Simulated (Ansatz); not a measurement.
**BSiN2H5 (SMILES N[SiH]1BN1) at r2SCAN0/cc-pVDZ**

Aim: the energy change on altering one bond length of BSiN2H5 at r2SCAN0/cc-pVDZ, from 2 runs. 

The results are computed with Ansatz 0.2.0.

61 further runs of the same task are left out: 61 set aside as unsound or not needed.

### Step 1. Starting point

BSiN2H5: 9 atoms, total charge 0, spin state singlet. SMILES: `N[SiH]1BN1`. The coordinates come from a PBE0-D4/def2-TZVP relaxation. This is one conformer, not always the lowest.

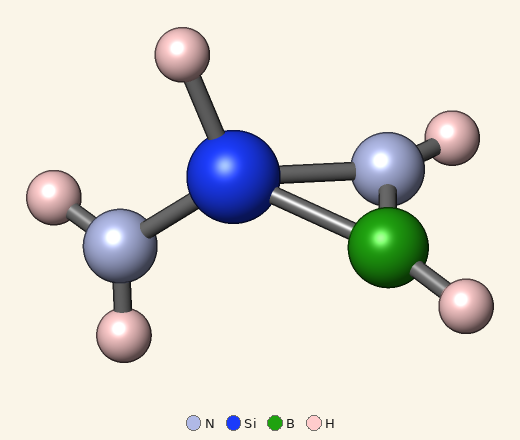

Viewed from a chosen angle; nitrogen light blue, silicon blue, boron green, hydrogen pink.

### Step 2. A single-point energy at r2SCAN0/cc-pVDZ

Contents of input.yaml:

```yaml
crystal:
  periodic: [false, false, false]
  atoms:
    - {symbol: "N", position_ang: [-0.637800, 1.588100, 0.218200]}
    - {symbol: Si, position_ang: [0.258900, 0.175500, 0.530500]}
    - {symbol: B, position_ang: [-0.233900, -1.625800, 0.110200]}
    - {symbol: "N", position_ang: [0.650500, -0.971600, -0.738400]}
    - {symbol: H, position_ang: [-0.221300, 2.503300, 0.212900]}
    - {symbol: H, position_ang: [-1.561800, 1.577300, -0.177300]}
    - {symbol: H, position_ang: [1.441200, 0.620900, 1.305200]}
    - {symbol: H, position_ang: [-0.741300, -2.702400, 0.114400]}
    - {symbol: H, position_ang: [1.134000, -1.211600, -1.592900]}
basis:
  gaussian: {orbitals: cc-pVDZ}
hamiltonian: {xc: {name: r2SCAN0}}
accuracy: high
output: {orbitals: {seedname: orbitals}}
```

Command:

```
$ ansatz run input.yaml --threads 1 --pin off --max-ram 3480MiB --events-out events.jsonl --progress --plain --runs-dir runs
```

The log of the run:

```text
Warning: RAYON_NUM_THREADS=1 ignored (pool sized by the plan → 1); use --threads N
Functional definition: r2SCAN0
  name "r2SCAN0"
  parameter a = 0.25
  parameter k0 = 0.174
  parameter k1 = 0.065
  parameter a1 = 4.9479
  exchange = (1 - a)*r2scan_x(k0 = k0, k1 = k1, a1 = a1) + a*exact_x
  correlation = r2scan_c
1994 factors; integrals over basis functions are off by at most 3.8e-9 eV
mean field evaluation 1: about -11604.5148 eV, gradient 6.3e1 eV
mean field evaluation 2: about -11598.2427 eV, gradient 8.0e1 eV
mean field evaluation 4: about -11612.3366 eV, gradient 3.9e0 eV
mean field evaluation 8: about -11612.5703 eV, gradient 1.6e-1 eV
mean field evaluation 16: about -11612.5704 eV, gradient 2.1e-5 eV
mean field -11612.57043610 eV, -426.7540922435 hartree, gradient 3.1e-8 eV, S^2 0.000000; 0 other end points of the search recorded, 0 dependent functions left out
reference -11612.57043673 eV, -426.7540922670 hartree; 19, 19 occupied and 66, 66 virtual orbitals, 1994 factors
Total energy: -11612.57043673 eV, -426.7540922670 hartree
```

Run time: 14 s. Hardware: 1 thread of Arm Neoverse V1, shared host; peak memory 0.33 GiB.

### Step 3. The distorted shape

Contents of input.yaml:

```yaml
crystal:
  periodic: [false, false, false]
  atoms:
    - {symbol: N, position_ang: [-1.086148, 2.294396, 0.062051]}
    - {symbol: Si, position_ang: [0.258900, 0.175500, 0.530500]}
    - {symbol: B, position_ang: [-0.233900, -1.625800, 0.110200]}
    - {symbol: "N", position_ang: [0.650500, -0.971600, -0.738400]}
    - {symbol: H, position_ang: [-0.669648, 3.209596, 0.056751]}
    - {symbol: H, position_ang: [-2.010148, 2.283596, -0.333449]}
    - {symbol: H, position_ang: [1.441200, 0.620900, 1.305200]}
    - {symbol: H, position_ang: [-0.741300, -2.702400, 0.114400]}
    - {symbol: H, position_ang: [1.134000, -1.211600, -1.592900]}
basis:
  gaussian:
    orbitals: cc-pVDZ
hamiltonian:
  xc: {name: r2SCAN0}
accuracy: high
output: {orbitals: {seedname: orbitals}}
```

Command:

```
$ ansatz run input.yaml --threads 1 --pin off --max-ram 3480MiB --events-out events.jsonl --progress --plain --runs-dir runs
```

The log of the run, cut to the lines that bear on the results:

```text
Warning: RAYON_NUM_THREADS=1 ignored (pool sized by the plan → 1); use --threads N
[... 8 set-up lines as earlier in the session ...]
1946 factors; integrals over basis functions are off by at most 3.7e-9 eV
mean field evaluation 1: about -11598.5818 eV, gradient 6.9e1 eV
mean field evaluation 2: about -11536.7290 eV, gradient 1.3e2 eV
mean field evaluation 4: about -11608.5174 eV, gradient 1.3e1 eV
mean field evaluation 8: about -11609.0109 eV, gradient 4.0e-1 eV
mean field evaluation 16: about -11609.2136 eV, gradient 2.6e-4 eV
mean field -11609.21364413 eV, -426.6307324141 hartree, gradient 4.5e-8 eV, S^2 0.000000; 0 other end points of the search recorded, 0 dependent functions left out
reference -11609.21364480 eV, -426.6307324388 hartree; 19, 19 occupied and 66, 66 virtual orbitals, 1946 factors
Total energy: -11609.21364480 eV, -426.6307324388 hartree
```

It took 13 s on 1 thread of Arm Neoverse V1, shared host; peak memory 0.32 GiB.

### Step 4. Outcome

Level: r2SCAN0/cc-pVDZ.

```
                                                          quantity          value
                                         first shape: total energy  -426.75409 Eh
                                          first shape: HOMO energy       -6.57 eV
                                          first shape: LUMO energy        0.33 eV
                                        first shape: HOMO–LUMO gap        6.91 eV
                                     distorted shape: total energy  -426.63073 Eh
                                      distorted shape: HOMO energy       -5.31 eV
                                      distorted shape: LUMO energy       -1.44 eV
                                    distorted shape: HOMO–LUMO gap        3.87 eV
energy change with the N1–Si2 bond stretched from 1.702 to 2.553 Å       3.357 eV
```

In words: With the N1–Si2 bond stretched from 1.702 to 2.553 Å the energy rises by 3.36 eV (77 kcal/mol). The first shape isn't relaxed at this level, so the change isn't measured from a minimum.
